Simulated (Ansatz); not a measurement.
Method: PBE (plane waves to 420 eV, PAW; Ansatz, a quantum-chemistry and plane-wave program).

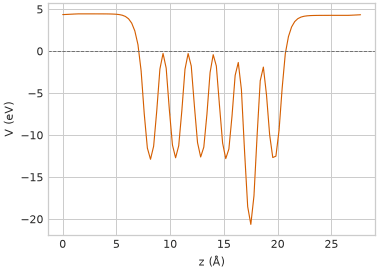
Plane-averaged electrostatic potential energy along the normal, in eV from the Fermi level, for a constructed model of the (0001) surface of hcp Ti, a layer of W in place of the second plane (bottom of the slab: a bare face, its two planes held)

Set-up: 6 atoms, 11.7 Å thick at the start; mesh 15x15x1; 0.1 eV smearing; dipole correction on; 2 atoms held, the rest relaxed; held to the start's symmetry, so lower structures may exist; no spin, no spin-orbit, no U. It is one candidate, not shown to be the stable structure of the face.

The vacuum level lies 4.25 eV above the Fermi level over the top face and 4.43 eV above it under the bottom face.
